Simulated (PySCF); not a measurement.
**H₉NSSi₂, SMILES `S.[SiH3]N[SiH3]`: what the electrons do**

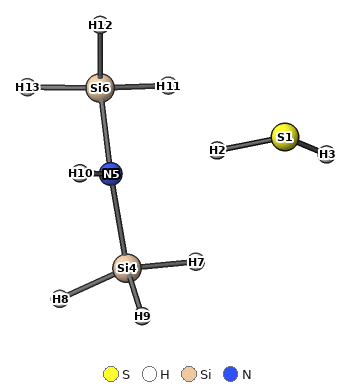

The molecule, with its atoms numbered as below. The pair's geometry is semi-empirical, so its contact may be too short or too long.

Cartesian coordinates (Å):

```
S1       2.6713   -0.0156   -0.0288
H2       1.3554   -0.0243   -0.2370
H3       2.5214    0.2763    1.2558
Si4     -1.1833    1.5607    0.1012
N5      -0.7469   -0.0022   -0.5303
Si6     -1.1834   -1.5602    0.1154
H7      -0.7695    1.5397    1.5023
H8      -2.6203    1.8271   -0.0033
H9      -0.4159    2.5160   -0.6956
H10     -0.6369   -0.0076   -1.5336
H11     -0.8003   -1.5135    1.5235
H12     -0.3953   -2.5202   -0.6546
H13     -2.6167   -1.8354   -0.0164
```

## 1. Bonding charge

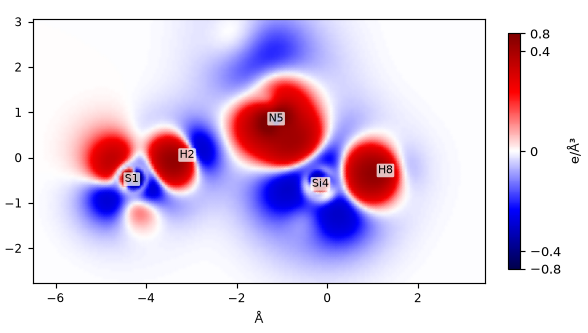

Deformation density (molecule less spherical, spin-averaged free atoms) in the plane of S1, H2, Si4, N5 and H8; colour scale in e/Å³, logarithmic beyond ±0.1; red: gain, blue: loss.

Computed with PySCF, HF/def2-SVP, geometry: GFN2-xTB.

**How much density has each bond in this plane gained at its critical point, relative to the free atoms?**

Si4–H8: +0.20 e/Å³ at the bond critical point (bond length 1.47 Å, Mayer order 0.9). S1–H2: +0.19 e/Å³ at the bond critical point (bond length 1.33 Å, Mayer order 0.9). Si4–N5: +0.08 e/Å³ at the bond critical point (bond length 1.74 Å, Mayer order 0.9); up to 0.6 Å beside the axis the gain reaches +0.43 e/Å³. In all, 3.0 electrons gather in the regions of gain relative to the promolecule. A small or negative value marks a very polar bond, one between electron-rich atoms, whose free-atom densities already overlap strongly, a long bond to a heavier atom, or a closed-shell contact such as a hydrogen bond.

## 2. Local ionisation energy

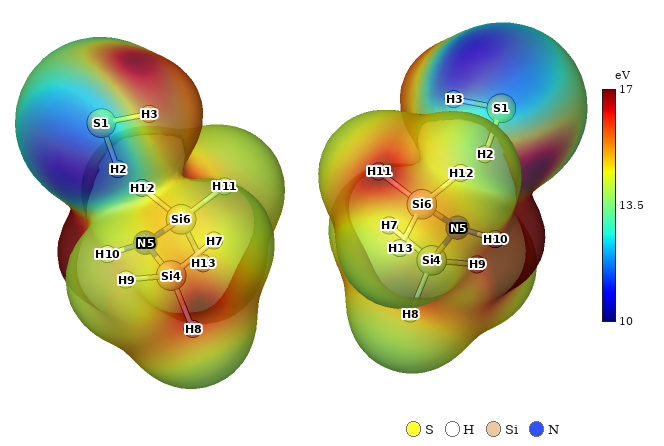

Average local ionisation energy on the surface of electron density 0.001 a.u. (back view left, front view right).

**Where are the most loosely bound electrons on this surface?**

The lowest value is 10.8 eV, 2.2 Å from S1. Further minima include 13.7 eV, 1.5 Å from H13, and at like points elsewhere; 14.0 eV, 1.5 Å from H11. For comparison, the highest occupied orbital lies at −9.9 eV.

## 3. Binding density

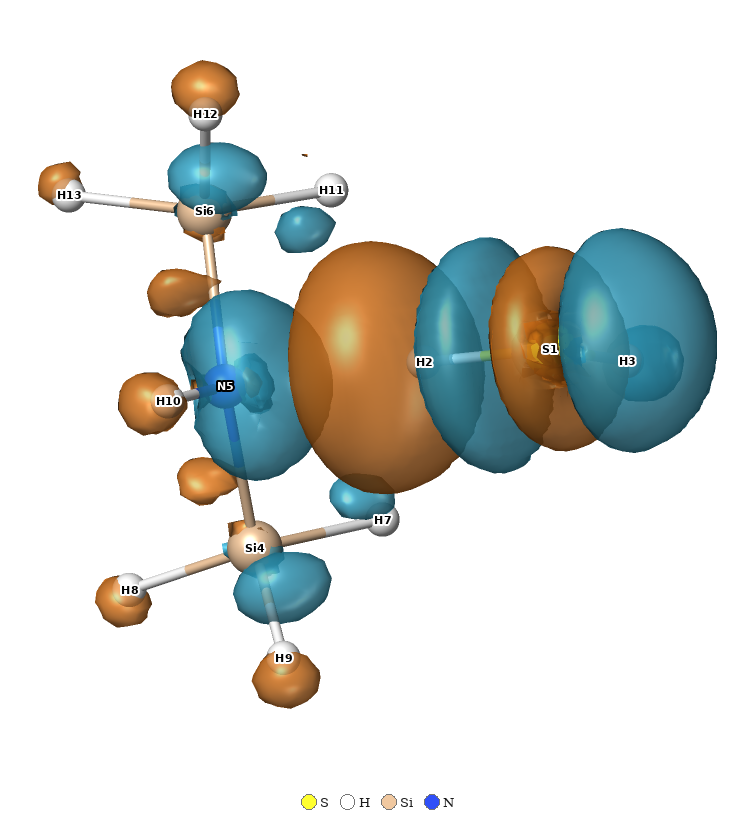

Density of the complex less the densities of the two fragments at the same geometry, ±0.003 e/Å³ (light blue: gain, orange: loss). Fragment A: H2S (atoms 1–3); fragment B: Si2H7N.

PySCF calculation, HF/def2-SVP, gas phase; geometry: GFN2-xTB.

**How is the density rearranged on binding?**

Hirshfeld charges show 0.021 e passing from B to A. By Hirshfeld charges, electrons gather most on S1 (−0.040 e) and leave H2 most (+0.025 e); 0.10 e is displaced in all, which induces a dipole of 0.74 D.

**What is the interaction energy, and which contacts carry it?**

The counterpoise-corrected interaction energy of the frozen fragments is +2.0 kcal/mol without dispersion correction and −3.0 kcal/mol with D3(BJ). The pair geometry is semi-empirical, not a minimum at this level. Contacts: H2···N5, hydrogen bond, 2.12 Å, ρ = 0.023 a.u. The pose is a local one from a semi-empirical search, not shown to be the most stable.

The PySCF runs shown took 2.1 s and 3.7 s on 1 thread of Arm Neoverse V2, with other jobs on the host.
